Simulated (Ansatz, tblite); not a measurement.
# Sn(N(SiH3)2)2 (H12N2Si4Sn): one state, many levels

How do method and basis change the picture of Sn(N(SiH3)2)2 (H12N2Si4Sn) (singlet)?

The runs use Ansatz 0.2.0, Gaussian basis; as each input shows.

Levels to be run: GFN1-xTB, GFN2-xTB, PBE-D4/def2-TZVP, r2SCAN-D4/def2-TZVP, B3LYP-D4/def2-TZVP, LC-ωPBE/def2-TZVP, revPBE-D4/def2-TZVP, PBE+10HF/def2-SVP, PBE+15HF/def2-SVP, PBE+40HF/def2-SVP, PBE-D4/def2-SVP, PBE0-D4/def2-SVP, CCSD(T)/def2-SVP, MP2/def2-TZVP, RPA/def2-TZVP.

2 further runs of the same task are left out: 2 set aside as unsound or not needed.

### 1 The relaxed structure

The singlet was relaxed beforehand with r2SCAN-D4/def2-SVP.

19 atoms, charge 0, spin multiplicity 1.

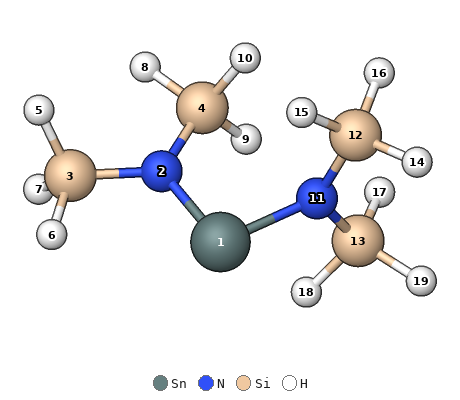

The structure; tin teal, nitrogen blue, silicon light orange, hydrogen white; atoms are numbered from 1 in the order of the file.

Sn takes a core potential in the def2 sets. No spin-orbit coupling is included.

PBE0-D4/def2-TZVP was run before; its log isn't repeated, and its numbers join the tables.

### 2 GFN1-xTB

Tight binding, by tblite at 300 K electronic temperature and without a spin-polarisation term:

```python
tblite.interface.Calculator('GFN1-xTB', numbers, positions, charge=0, uhf=0).singlepoint()
```

Energy -623.9903 eV, HOMO -10.84 eV, LUMO -7.95 eV; 0.029 s.

### 3 GFN2-xTB

Tight binding, by tblite at 300 K electronic temperature and without a spin-polarisation term:

```python
tblite.interface.Calculator('GFN2-xTB', numbers, positions, charge=0, uhf=0).singlepoint()
```

Energy -574.1281 eV, HOMO -9.68 eV, LUMO -7.08 eV; 0.025 s.

### 4 PBE-D4/def2-TZVP

start.molden holds the orbitals of an earlier run on this state, given as this run's starting guess.

in.yaml

```yaml
crystal:
  periodic: [false, false, false]
  atoms:
    - {symbol: Sn, position_ang: [-0.313891, 1.063188, -1.538339]}
    - {symbol: N, position_ang: [1.423355, 0.523684, -0.522523]}
    - {symbol: Si, position_ang: [2.971747, 1.115401, -1.096218]}
    - {symbol: Si, position_ang: [1.355518, -0.522495, 0.894730]}
    - {symbol: H, position_ang: [3.667145, 1.961126, -0.077179]}
    - {symbol: H, position_ang: [2.708898, 1.954764, -2.309069]}
    - {symbol: H, position_ang: [3.895197, 0.003293, -1.480031]}
    - {symbol: H, position_ang: [2.767998, -0.720149, 1.355477]}
    - {symbol: H, position_ang: [0.783442, -1.866250, 0.585865]}
    - {symbol: H, position_ang: [0.591830, 0.089715, 2.021942]}
    - {symbol: N, position_ang: [-1.569567, -0.018713, -0.194772]}
    - {symbol: Si, position_ang: [-2.260429, 0.850035, 1.146694]}
    - {symbol: Si, position_ang: [-2.065958, -1.603754, -0.715025]}
    - {symbol: H, position_ang: [-3.717337, 1.152802, 0.961342]}
    - {symbol: H, position_ang: [-1.536074, 2.163387, 1.245206]}
    - {symbol: H, position_ang: [-2.114796, 0.121118, 2.444620]}
    - {symbol: H, position_ang: [-1.845639, -2.654325, 0.326874]}
    - {symbol: H, position_ang: [-1.235227, -1.944053, -1.922697]}
    - {symbol: H, position_ang: [-3.506231, -1.668755, -1.126887]}
basis:
  gaussian: {orbitals: def2-TZVP, initial_orbitals: start.molden}
hamiltonian: {xc: pbe, dispersion: d4}
scf: {omitted_lower_state_checks: [starts]}
output: {orbitals: {seedname: orbitals}}
```

Launch:

```
$ ansatz run in.yaml --threads 4 --pin off --events-out ev --progress --plain --max-ram 4787MiB
```

After this run come: r2SCAN-D4/def2-TZVP; B3LYP-D4/def2-TZVP; LC-ωPBE/def2-TZVP; revPBE-D4/def2-TZVP; PBE+10HF/def2-SVP; PBE+15HF/def2-SVP; PBE+40HF/def2-SVP; PBE-D4/def2-SVP; PBE0-D4/def2-SVP; CCSD(T)/def2-SVP; MP2/def2-TZVP; RPA/def2-TZVP.

Before running them: what should the planned runs give, taken together? Wanted: gap in def2-TZVP, named functionals, smallest and largest; gap over the share of exact exchange; correlation energy, CCSD(T)/def2-SVP; correlation energy, MP2/def2-TZVP; binding an atom, CCSD(T)/def2-SVP; PBE0 total energy, smallest basis above largest.

The runs gave:

| quantity | value |
| --- | --- |
| gap in def2-TZVP, named functionals, smallest and largest | 2.66 eV (PBE-D4), 8.98 eV (LC-ωPBE) |
| gap over the share of exact exchange | 2.61 eV at 0, 5.59 eV at 0.4 |
| correlation energy, CCSD(T)/def2-SVP | -26.43 eV |
| correlation energy, MP2/def2-TZVP | -32.89 eV |
| binding an atom, CCSD(T)/def2-SVP | 2.979 eV |
| PBE0 total energy, smallest basis above largest | 15.06 eV (def2-SVP, def2-TZVP) |

In words: Orbital gaps of the named functionals in def2-TZVP span 2.66 eV (PBE-D4) to 8.98 eV (LC-ωPBE); exact exchange widens it. Raising the share of exact exchange from 0 to 0.4 moves the HOMO by -1.92 eV and the LUMO by +1.06 eV. The functionals in def2-TZVP miss CCSD(T)/def2-SVP by +0.183 (revPBE-D4) to +0.262 eV (B3LYP-D4) an atom. The yardstick is in a double-zeta basis, so levels in larger sets aren't compared like for like. The reference is CCSD(T) in one finite basis, so it carries an error of its own, often a tenth of an eV or more, and near misses can't be ranked.
